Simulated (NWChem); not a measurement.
**C3H5F+ (SMILES [CH2][CH+]CF) at 3 levels**

Wanted: a comparison of 3 runs (UHF/STO-3G, UHF/3-21G, UB3LYP/6-31G*) of C3H5F+. 

The results are computed with NWChem 7.3.0.

## 1. The system as given

C3H5F+: 9 atoms, total charge +1, spin state doublet. SMILES: `[CH2][CH+]CF`. The shape is that of a GFN2-xTB optimisation. This is one conformer, not always the lowest.

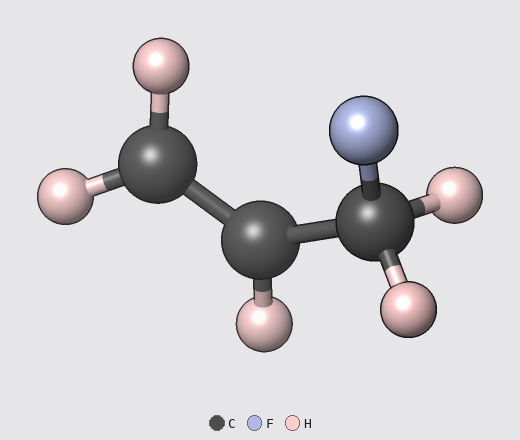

Viewed from a chosen angle; carbon dark grey, fluorine light blue, hydrogen pink.

## 2. Energy and gradient at UHF/STO-3G (run 1)

c3h5f.nw reads:

```
echo
start c3h5f
memory stack 880 mb heap 220 mb global 1100 mb
charge 1

geometry noautosym nocenter noautoz
  C    -0.505060    0.901460   -0.946280
  C     0.273010    0.483220    0.070400
  C     0.268650   -0.866280    0.654860
  F    -0.462930   -1.755730   -0.033030
  H    -0.247500    1.759990   -1.557670
  H    -1.433180    0.401050   -1.213750
  H     0.987910    1.162870    0.535260
  H    -0.160000   -0.792300    1.682080
  H     1.279090   -1.294290    0.808140
end

basis spherical bse
  * library STO-3G
end

scf
  doublet
  uhf
  thresh 1e-08
  maxiter 80
  print medium
end

task scf gradient
```

Launch:

```console
nwchem c3h5f.nw > c3h5f.out
```

Standard output:

```text
[...]
  functions       =    25
[...]
  wavefunction    = UHF
[...]
         Total SCF energy =   -212.826803899656
      One electron energy =   -516.175674149333
      Two electron energy =    186.466725622953
 Nuclear repulsion energy =    116.882144626724
                       Sz =      0.5000
                 Sz(Sz+1) =      0.7500
                      S^2 =      0.7581
[...]
                         UHF ENERGY GRADIENTS
    atom               coordinates                        gradient
                 x          y          z           x          y          z
   1 C      -0.954425   1.703512  -1.788210    0.053593  -0.025961   0.066543
   2 C       0.515914   0.913153   0.133037   -0.061644   0.000101  -0.058707
   3 C       0.507675  -1.637032   1.237506   -0.007426   0.040226  -0.045557
   4 F      -0.874811  -3.317849  -0.062418    0.029913   0.027566   0.031875
   5 H      -0.467707   3.325899  -2.943569   -0.004464  -0.011736   0.004015
   6 H      -2.708317   0.757875  -2.293655    0.007037   0.009001   0.001618
   7 H       1.866879   2.197506   1.011495   -0.006423  -0.011012  -0.001625
   8 H      -0.302356  -1.497230   3.178670   -0.004564  -0.011873  -0.000503
   9 H       2.417130  -2.445853   1.527163   -0.006021  -0.016312   0.002341
[...]
```

It took 2.2 s on 1 thread of Intel Xeon Platinum 8488C (Sapphire Rapids), shared host; peak memory 0.099 GiB.

## 3. Energy and gradient at UHF/3-21G (run 2)

mymol.nw reads:

```
start mymol
title "C3H5F hf"
memory stack 880 mb heap 220 mb global 1100 mb
charge 1
geometry units angstroms noautosym nocenter noautoz
  C    -0.505060    0.901460   -0.946280
  C     0.273010    0.483220    0.070400
  C     0.268650   -0.866280    0.654860
  F    -0.462930   -1.755730   -0.033030
  H    -0.247500    1.759990   -1.557670
  H    -1.433180    0.401050   -1.213750
  H     0.987910    1.162870    0.535260
  H    -0.160000   -0.792300    1.682080
  H     1.279090   -1.294290    0.808140
end
basis "ao basis" spherical bse
  * library 3-21G
end
scf
  doublet
  uhf
  thresh 1e-08
  maxiter 80
  print low
end
task scf gradient
```

Launch:

```console
nwchem mymol.nw > mymol.out
```

Standard output:

```text
[...]
  functions       =    46
[...]
  wavefunction    = UHF
[...]
         Total SCF energy =   -214.405630112310
      One electron energy =   -517.320267049343
      Two electron energy =    186.032492310308
 Nuclear repulsion energy =    116.882144626724
                       Sz =      0.5000
                 Sz(Sz+1) =      0.7500
                      S^2 =      0.7570
[...]
                         UHF ENERGY GRADIENTS
    atom               coordinates                        gradient
                 x          y          z           x          y          z
   1 C      -0.954425   1.703512  -1.788210    0.038041  -0.013146   0.046175
   2 C       0.515914   0.913153   0.133037   -0.045218   0.008332  -0.042640
   3 C       0.507675  -1.637032   1.237506   -0.019385   0.001785  -0.042244
   4 F      -0.874811  -3.317849  -0.062418    0.026975   0.018560   0.029108
   5 H      -0.467707   3.325899  -2.943569    0.000059   0.004083  -0.007113
   6 H      -2.708317   0.757875  -2.293655   -0.008976   0.000730  -0.003629
   7 H       1.866879   2.197506   1.011495    0.007185   0.002874   0.004819
   8 H      -0.302356  -1.497230   3.178670   -0.007382  -0.006555   0.010629
   9 H       2.417130  -2.445853   1.527163    0.008703  -0.016664   0.004895
 Task  times  cpu:        2.1s     wall:        2.1s
[...]
```

It took 2.7 s on 1 thread of Intel Xeon Platinum 8488C (Sapphire Rapids), shared host; peak memory 0.097 GiB.

## 4. Energy and gradient at UB3LYP/6-31G(d) (Cartesian functions) (run 3)

c3h5f.xyz reads:

```xyz
9
C3H5F B3LYP
C     -0.505060     0.901460    -0.946280
C      0.273010     0.483220     0.070400
C      0.268650    -0.866280     0.654860
F     -0.462930    -1.755730    -0.033030
H     -0.247500     1.759990    -1.557670
H     -1.433180     0.401050    -1.213750
H      0.987910     1.162870     0.535260
H     -0.160000    -0.792300     1.682080
H      1.279090    -1.294290     0.808140
```

c3h5f.nw reads:

```
start c3h5f
title "C3H5F B3LYP"
memory stack 880 mb heap 220 mb global 1100 mb
charge 1

geometry units angstroms noautosym nocenter noautoz
load c3h5f.xyz
end

basis
* library 6-31G*
end

dft
xc b3lyp
mult 2
grid xfine
convergence energy 1e-08
iterations 100
mulliken
end

task dft gradient
```

Launch:

```console
nwchem c3h5f.nw > c3h5f.out
```

Standard output:

```text
[...]
          Wavefunction type:  spin polarized.
          No. of atoms     :     9
          No. of electrons :    31
[...]
          Charge           :     1
          Spin multiplicity:     2
[...]
          AO basis - number of functions:    70
[...]
              XC Information
              --------------
                         B3LYP Method XC Potential
                     Hartree-Fock (Exact) Exchange  0.200
                        Slater Exchange Functional  0.800 local
                    Becke 1988 Exchange Functional  0.720 non-local
              Lee-Yang-Parr Correlation Functional  0.810
                  VWN I RPA Correlation Functional  0.190 local
[...]
 d= 0,ls=0.0,diis     1   -216.6390256140 -3.34D+02  1.51D-02  3.94D-01     4.9
[...]
 d= 0,ls=0.0,diis    12   -216.7727699002 -6.76D-09  6.76D-07  2.36D-09    57.5
[...]
         Total DFT energy =     -216.772769900188
      One electron energy =     -519.451322987222
           Coulomb energy =      214.059374055034
    Exchange-Corr. energy =      -28.262965594724
 Nuclear repulsion energy =      116.882144626724
[...]
      <S2> =      0.7531 (Exact =     0.7500)
[...]
  wavefunction    = open shell
                         DFT ENERGY GRADIENTS
    atom               coordinates                        gradient
                 x          y          z           x          y          z
   1 C      -0.954425   1.703512  -1.788210    0.030503  -0.012247   0.036998
   2 C       0.515914   0.913153   0.133037   -0.035044   0.017554  -0.042195
   3 C       0.507675  -1.637032   1.237506   -0.000306   0.004321   0.001786
   4 F      -0.874811  -3.317849  -0.062418    0.010522   0.007316   0.009578
   5 H      -0.467707   3.325899  -2.943569   -0.002583  -0.003804   0.000098
   6 H      -2.708317   0.757875  -2.293655    0.001098   0.003749  -0.000686
   7 H       1.866879   2.197506   1.011495    0.000172  -0.003609  -0.000498
   8 H      -0.302356  -1.497230   3.178670   -0.002458  -0.006317  -0.003768
   9 H       2.417130  -2.445853   1.527163   -0.001903  -0.006963  -0.001313
[...]
```

Wall time 66 s (1 thread of Intel Xeon Platinum 8488C (Sapphire Rapids), shared host); peak memory 0.14 GiB.

## 5. The series

```csv
run,level,Cartesian functions,iteration cap,energy (Eh),HOMO energy (eV),LUMO energy (eV),⟨S²⟩,wall time
1,UHF/STO-3G,no,80,-212.826804,-17.12,-5.90,0.758,2.2 s
2,UHF/3-21G,no,80,-214.405630,–,–,0.757,2.7 s
3,UB3LYP/6-31G* (Cartesian functions),yes,100,-216.772770,-14.83,-12.05,0.753,66 s
```

## 6. Outcome

```
                                 quantity          value
                      run 3: total energy  -216.77277 Eh
run 3: HOMO energy (highest over α and β)      -14.83 eV
 run 3: LUMO energy (lowest over α and β)      -12.05 eV
                              run 3: ⟨S²⟩          0.753
          run 3: largest force on an atom     2.961 eV/Å
```

In run 1 the basis is minimal, so the values are rough. All runs together took 71 s, the longest 66 s.
